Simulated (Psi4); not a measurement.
# M06-L/aug-cc-pVTZ (sweep point 9) run of GeSe (Germanium monoselenide)

Aim: the vertical ionisation energy of GeSe (Germanium monoselenide) at M06-L/aug-cc-pVTZ (sweep point 9), from 2 runs. 

The results are computed with Psi4 1.11.

**1. The molecule**

GeSe has 2 atoms, charge 0, and is taken as a singlet. As SMILES, `[Ge-]#[Se+]`. The bond length is the measured one.

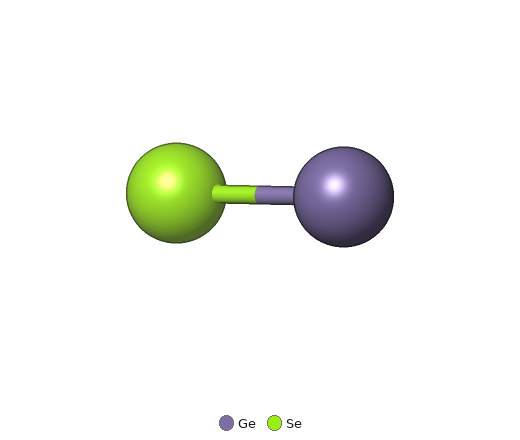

Viewed from a chosen angle; germanium purple, selenium green.

**2. The energy at M06-L/aug-cc-pVTZ (sweep point 9)**

calc.inp reads:

```
memory 1600 mb

molecule mol {
  0 1
  Ge     0.000000     0.000000     0.000000
  Se     0.000000     0.000000     2.134629
  symmetry c1
}

set basis aug-cc-pVTZ
set puream true
set scf_type pk
set dft_radial_points 99
set dft_spherical_points 590

energy("m06-l")
```

Launch:

```bash
$ psi4 -n 1 calc.inp calc.out
```

calc.out:

```text
[...]
  Running in c1 symmetry.
[...]
  Nuclear repulsion =  269.716566770600423
[...]
  Multiplicity = 1
[...]
  Nalpha       = 33
  Nbeta        = 33
[...]
    Number of basis functions: 118
[...]
   @RKS iter   1: -4476.99283821655354   -4.17853e+00   2.21104e-02 ADIIS/DIIS
[...]
   @RKS iter  10: -4478.54252105692558   -1.10676e-07   7.91582e-07 DIIS
[...]
    Orbital Energies [Eh]
    ---------------------
    Doubly Occupied:
       1A   -453.179274     2A   -398.099222     3A    -57.956958
       4A    -51.901008     5A    -51.901008     6A    -51.900281
       7A    -49.698761     8A    -44.118529     9A    -44.118529
      10A    -44.115847    11A     -7.811866    12A     -6.236447
      13A     -5.697536    14A     -5.697536    15A     -5.695680
      16A     -4.359955    17A     -4.359955    18A     -4.351548
      19A     -2.012171    20A     -2.012170    21A     -2.010933
      22A     -2.010660    23A     -2.010660    24A     -1.149996
      25A     -1.149996    26A     -1.144267    27A     -1.144267
      28A     -1.144259    29A     -0.641706    30A     -0.417684
      31A     -0.243743    32A     -0.243342    33A     -0.243342
[...]
  @RKS Final Energy: -4478.54252105692558
   => Energetics <=
    Nuclear Repulsion Energy =            269.7165667706004228
    One-Electron Energy =               -6777.7082883427774505
    Two-Electron Energy =                2195.5682779375329119
    DFT Exchange-Correlation Energy =    -166.1190774222810660
    Empirical Dispersion Energy =           0.0000000000000000
    VV10 Nonlocal Energy =                  0.0000000000000000
    Total Energy =                      -4478.5425210569255796
[...]
 Multipole Moments:
 ------------------------------------------------------------------------------------
     Multipole            Electronic (a.u.)      Nuclear  (a.u.)        Total (a.u.)
 ------------------------------------------------------------------------------------
 L = 1.  Multiply by 2.5417464519 to convert [e a0] to [Debye]
 Dipole X            :         -0.0000000            0.0000000           -0.0000000
 Dipole Y            :          0.0000000            0.0000000            0.0000000
 Dipole Z            :          0.5266018           -1.1539755           -0.6273736
 Magnitude           :                                                    0.6273736
[...]
```

It took 72 s on 1 thread of Intel Xeon 6975P-C (Granite Rapids), shared host; peak memory 1.5 GiB.

**3. The doublet cation**

input.in reads:

```
memory 1600 MB

molecule mol {
  1 2
  Ge     0.000000     0.000000     0.000000
  Se     0.000000     0.000000     2.134629
  symmetry c1
}

set {
  basis aug-cc-pVTZ
  reference uks
  puream true
  scf_type pk
  dft_radial_points 99
  dft_spherical_points 590
  maxiter 150
}

energy_value = energy("m06-l")
```

Launch:

```bash
$ psi4 -n 1 input.in input.out
```

input.out:

```text
[...]
  Running in c1 symmetry.
[...]
  Nuclear repulsion =  269.716566770600423
[...]
  Multiplicity = 2
[...]
  Nalpha       = 33
  Nbeta        = 32
[...]
    Number of basis functions: 118
[...]
   @UKS iter   1: -4476.82663339752344   -4.01233e+00   2.14234e-02 ADIIS/DIIS
[...]
   @UKS iter  12: -4478.18862136671578   -1.07578e-07   6.09650e-07 DIIS
[...]
   @S^2 Observed:                7.544534938E-01
[...]
    Orbital Energies [Eh]
    ---------------------
    Alpha Occupied:
       1A   -453.461387     2A   -398.361894     3A    -58.237614
       4A    -52.185299     5A    -52.180554     6A    -52.180411
       7A    -49.960056     8A    -44.380807     9A    -44.379462
      10A    -44.377075    11A     -8.092782    12A     -6.497487
      13A     -5.987186    14A     -5.973567    15A     -5.973218
      16A     -4.623498    17A     -4.619133    18A     -4.611840
      19A     -2.299527    20A     -2.296184    21A     -2.295833
      22A     -2.285920    23A     -2.285279    24A     -1.411843
      25A     -1.411332    26A     -1.407029    27A     -1.404240
      28A     -1.403115    29A     -0.930477    30A     -0.672782
      31A     -0.534965    32A     -0.498103    33A     -0.487648
[...]
  @UKS Final Energy: -4478.18862136671578
   => Energetics <=
    Nuclear Repulsion Energy =            269.7165667706004228
    One-Electron Energy =               -6759.9318224077596824
    Two-Electron Energy =                2177.9252793229438794
    DFT Exchange-Correlation Energy =    -165.8986450525001146
    Empirical Dispersion Energy =           0.0000000000000000
    VV10 Nonlocal Energy =                  0.0000000000000000
    Total Energy =                      -4478.1886213667157790
[...]
 Multipole Moments:
 ------------------------------------------------------------------------------------
     Multipole            Electronic (a.u.)      Nuclear  (a.u.)        Total (a.u.)
 ------------------------------------------------------------------------------------
 L = 1.  Multiply by 2.5417464519 to convert [e a0] to [Debye]
 Dipole X            :         -0.0000000            0.0000000           -0.0000000
 Dipole Y            :          0.0000000            0.0000000            0.0000000
 Dipole Z            :          0.6090419           -1.1539755           -0.5449335
 Magnitude           :                                                    0.5449335
[...]
```

Wall time 85 s (1 thread of Intel Xeon 6975P-C (Granite Rapids), shared host); peak memory 1.5 GiB.

**4. Summary of results**

At M06-L/aug-cc-pVTZ (sweep point 9):

| quantity | value |
| --- | --- |
| singlet GeSe: total energy | -4478.54252 Eh |
| singlet GeSe: dipole moment | 1.59 D |
| singlet GeSe: HOMO energy | -6.62 eV |
| singlet GeSe: LUMO energy | -2.84 eV |
| singlet GeSe: HOMO–LUMO gap | 3.78 eV |
| doublet cation: total energy | -4478.18862 Eh |
| doublet cation: HOMO energy (highest over α and β) | -13.02 eV |
| doublet cation: LUMO energy (lowest over α and β) | -12.73 eV |
| doublet cation: ⟨S²⟩ | 0.754 |
| vertical ionisation energy (to the doublet cation) | 9.630 eV |

Removing an electron at fixed nuclei costs 9.63 eV (929 kJ/mol). The negative HOMO energy of the first species, 6.62 eV, lies 3.01 eV below that difference.
